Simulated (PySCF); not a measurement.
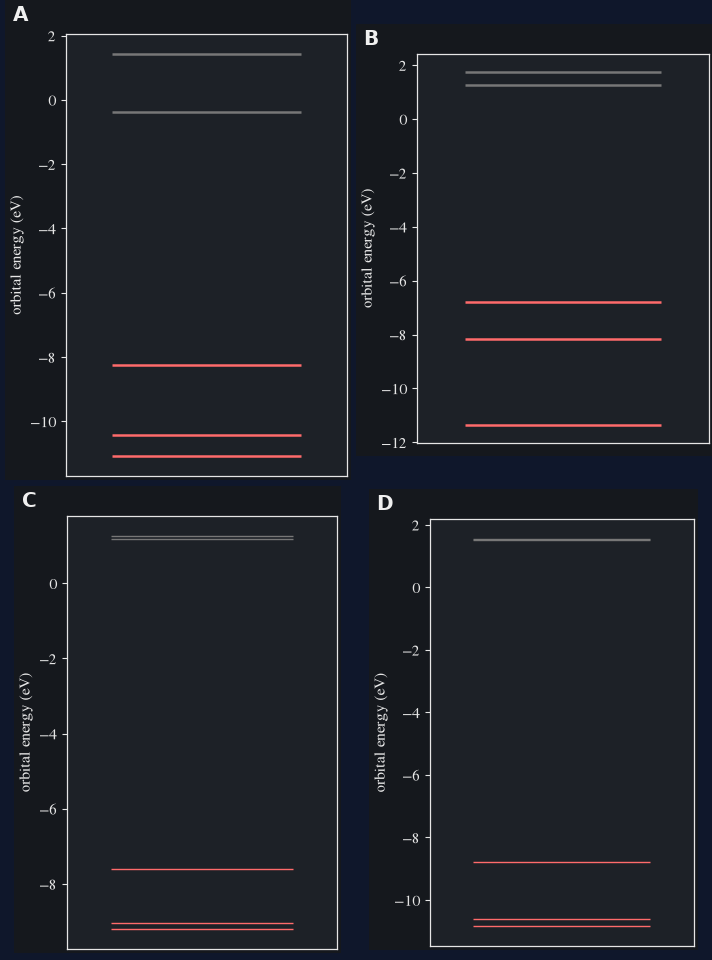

Kohn-Sham orbital energies near the frontier, CAM-B3LYP/def2-SVPD with PySCF 2.14.0, at a GFN2-xTB geometry (no frequency check), isolated molecule; empty levels in grey, levels within 0.03 eV side by side.

### Which panel belongs to which molecule?
1. C₇H₁₀Si, SMILES [SiH3]C[C@@]12C=C[C@H]3[C@@H]1[C@@H]23
2. C₆H₆F₂, SMILES C=C1C[C@@H](F)/C1=C/F
3. C₆H₉N, SMILES Cc1ccc(C)[nH]1
4. C₅H₁₀, SMILES C=CC(C)C

A: 2 (HOMO −8.23 eV, LUMO −0.38 eV)
B: 3 (HOMO −6.78 eV, LUMO 1.28 eV)
C: 1 (HOMO −7.60 eV, LUMO 1.18 eV)
D: 4 (HOMO −8.78 eV, LUMO 1.51 eV)

Limits of at least one run: empty levels above zero depend strongly on the basis; one conformer of a flexible molecule; the tight-binding geometry is rougher than a DFT one and adds to the error.
